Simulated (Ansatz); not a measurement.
# How the smearing shapes the phonons of Ti2O (P-3m1), part 2 of 2

Does Ti2O (P-3m1) have a Kohn anomaly or a soft branch that a wide smearing hides? The first relaxation steps of the session are not shown, so no cell shown is the starting entry, unless a step says so.

Ansatz 0.2.0; DFT PBEsol, scalar-relativistic, plane waves, PAW; PAW set soft_1.

So far. Step 5 (Phonons along a line: Fermi–Dirac smearing of 0.04 eV): Against step 3 (now smearing width 0.04 eV), the free energy moves by +5.0 meV an atom. The relaxed cell has a = 2.953, c = 4.724 Å (conventional setting).

### 6. Phonons along a line: Methfessel–Paxton smearing of 0.2 eV

Each wavevector is solved by itself, so no interpolation smooths a dip of the branch.

input.yaml reads:

```yaml
crystal:
  lattice:
    - [2.9525024356, 0.0, 0.0]
    - [-1.4762512178, 2.556942114, 0.0]
    - [0.0, 0.0, 4.723528279]
  atoms:
    - { symbol: Ti, position: [0.6666666667, 0.3333333333, 0.262821967] }
    - { symbol: Ti, position: [0.3333333333, 0.6666666667, 0.737178033] }
    - { symbol: O, position: [0.0, 0.0, 0.0] }
kpoints:
  mp_grid: { grid: [18, 18, 9] }
hamiltonian:
  xc: pbesol
  pseudopotentials: { kind: paw, azcp: { folder: soft_1 }, xc_functional: pbe }
scf:
  occupations: { method: methfessel_paxton, width: 0.2 }
output:
  eigenvalues: true
phonons:
  method: dfpt
  qpoints:
    - [0, 0, 0]
    - [0.166666667, 0.0, 0.0]
    - [0.333333333, 0.0, 0.0]
    - [0.5, 0.0, 0.0]
```

On the command line:

```bash
> ansatz run input.yaml --threads 4 --pin off --max-ram 12288MiB --backend cpu --events-out ev --progress --plain --runs-dir out
```

Numbers of over 12 decimals in the logs are rounded to 6 here.

The program printed:

```text
[...]
Crystal: 3 atoms, lattice volume = 35.660 Å³
Basis set: ecut = 420 eV, 687 PW (Γ), exchange–correlation on 40×40×64 points (8 copies of the dense FFT grid, shifted against one another)
Bands: 19, of which v1, the nominal top of the filled ones, is band 15 counted from 1 (14 counted from 0)
Symmetry: 12 space group operations
k-points: 293 of 2916
[...]
SCF iter   1: F=—  HF=-5515.769544 eV  |F-HF|=—  |Δ(HF+E_count)|=         —  Δρ=1.79e-1  dr2=2.05e1  ethr=3.10e-3  ⟨swp⟩=4.4  Hψ=46224  notcnv=0
[...]
SCF iter  10: F=-5511.831702 eV  HF=-5511.831702 eV  |F-HF|=2.73e-12  |Δ(HF+E_count)|=  9.37e-11  S|Δr|=    0.00e0  Δρ=1.36e-7  dr2=4.48e-12  ethr=1.00e-12  ⟨swp⟩=8.6  Hψ=32376  notcnv=0
SCF 1 converged in 10 iterations: F = -5511.831702 eV  dr2 = 4.48e-12
[...]
SCF converged after 10 iterations
Stability not checked: this state was not tested for a lower state beside it, because cold or Methfessel-Paxton smearing, or corrected tetrahedra, fill the levels in a way that the test cannot read (fill_not_monotonic; see scf.lower_state_search)
Free energy (F): -5511.831702 eV
[...]
Internal energy: -5511.832754 eV  (E = F + TS)
E sigma→0 (E₀):  -5511.831965 eV
Entropy (-TS):   0.001051 eV (0.350 meV/atom)
Fermi energy:    15.466774 eV
[...]
--- Band table (eV; the first three rows and the last of 293) ---
  k-point 0: bands = [... 11 lower, 9.1064, 11.8114, 15.4489, 15.6601, 16.0359, 16.0359, 16.5093, 16.5093, ... 4 higher]
  k-point 1: bands = [... 11 lower, 9.0984, 11.9569, 15.1790, 15.9346, 15.9811, 15.9811, 16.4545, 16.4545, ... 4 higher]
  k-point 2: bands = [... 11 lower, 9.0784, 12.3537, 14.8387, 15.8106, 15.8106, 16.2692, 16.6392, 16.6392, ... 4 higher]
  k-point 292: bands = [... 11 lower, 8.4017, 14.1764, 14.7065, 14.7065, 16.5714, 16.5714, 16.8214, 18.3754, ... 4 higher]
[...]
ASR residual: 4.334e-5 → 0.000e0 eV/Å²; symmetrization residual: 7.932e-7 eV/Å²
  ASR residual per site (eV/Å²): 3.31e-5 3.31e-5 4.33e-5
  Γ frequencies (cm⁻¹): 0.00 0.00 0.00 162.16 162.16 294.33 444.71 444.71 505.39
[...]
--- Phonons (arbitrary-q DFPT): 4 explicit q-points ---
[...]
```

It took 7.4 min on 4 threads of Arm Neoverse V1, shared host; peak memory 5.6 GiB; 29 min of CPU time.

Each wavevector solved by linear response. The frequency by |q| along the line; 7 of 9 lines:

| \|q\| along the line (Å⁻¹) | mode 1 (cm⁻¹) | mode 2 (cm⁻¹) | mode 3 (cm⁻¹) | mode 4 (cm⁻¹) | mode 5 (cm⁻¹) | mode 6 (cm⁻¹) | mode 7 (cm⁻¹) |
| --- | --- | --- | --- | --- | --- | --- | --- |
| 0.000 | 0 | 0 | 0 | 162 | 162 | 294 | 445 |
| 0.410 | 99.1 | 106 | 170 | 187 | 208 | 289 | 441 |
| 0.819 | 185 | 185 | 230 | 258 | 278 | 311 | 437 |
| 1.229 | 213 | 225 | 251 | 257 | 312 | 357 | 434 |

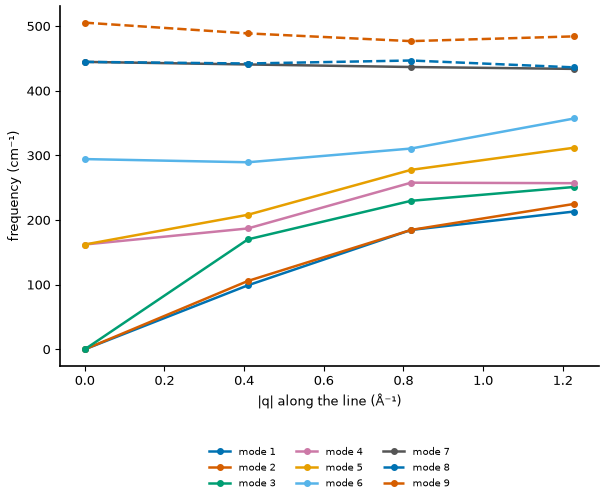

Frequency, plotted against |q| along the line.

Against step 3 (now occupations Methfessel-Paxton and smearing width 0.2 eV), the free energy moves by +6.0 meV an atom.

### 7. The lowest branch at each setting

Table of lowest frequency by |q| along the line:

| \|q\| along the line (Å⁻¹) | fermi dirac 0.1 eV, k 18x18x9 (cm⁻¹) | fermi dirac 0.25 eV, k 18x18x9 (cm⁻¹) | fermi dirac 0.04 eV, k 18x18x9 (cm⁻¹) | methfessel paxton 0.2 eV, k 18x18x9 (cm⁻¹) |
| --- | --- | --- | --- | --- |
| 0.000 | 0 | 0 | 0 | 0 |
| 0.410 | 98.4 | 94.3 | 98.9 | 99.1 |
| 0.819 | 184 | 180 | 184 | 185 |
| 1.229 | 213 | 210 | 213 | 213 |

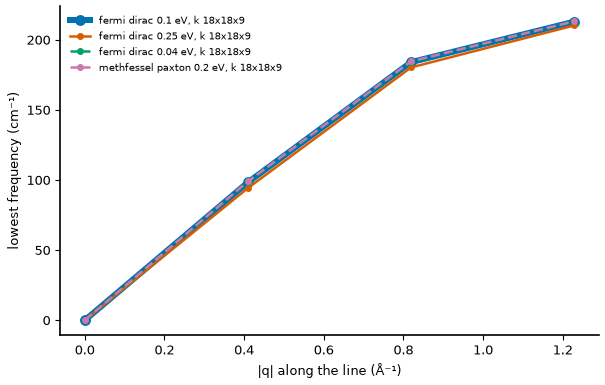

Lowest frequency, plotted against |q| along the line.

### 8. Summary of results

```
phonon run of the rows without a label of their own              : PBEsol, k 18×18×9
lowest branch at the last solved point, Fermi–Dirac 0.1 eV       : 213 cm⁻¹ at |q| = 1.23 Å⁻¹
lowest branch at the last solved point, Fermi–Dirac 0.25 eV      : 210 cm⁻¹ at |q| = 1.23 Å⁻¹
lowest branch at the last solved point, Fermi–Dirac 0.04 eV      : 213 cm⁻¹ at |q| = 1.23 Å⁻¹
lowest branch at the last solved point, Methfessel–Paxton 0.2 eV : 213 cm⁻¹ at |q| = 1.23 Å⁻¹
```

What this shows: No branch softens by more than 4 % of the top frequency as the smearing narrows, so no anomaly that hangs on the smearing shows at these points. The line holds 4 wavevectors, so a narrow dip between them would be missed. Between Fermi–Dirac 0.25 eV and Fermi–Dirac 0.04 eV the largest change, with modes counted by rank of frequency, is in mode 6 at |q| = 1.23 Å⁻¹, from 339 to 357 cm⁻¹. Where branches cross, a count by rank can hide a softening. At the narrowest width the k mesh may not resolve the Fermi surface, so part of the change can be mesh noise. The PAW files were made for PBE; under other functionals the run regenerates their frozen core.

[Logs are printed without paths, hosts, clocks, repeated set-up lines and the standing remarks that a program may print on its own settings, such as how far it seeks lower states.]

[Hosts, paths, dates, database ids (printed as entryN), source tags and the programs' standing remarks are cut or masked in the printed files.]
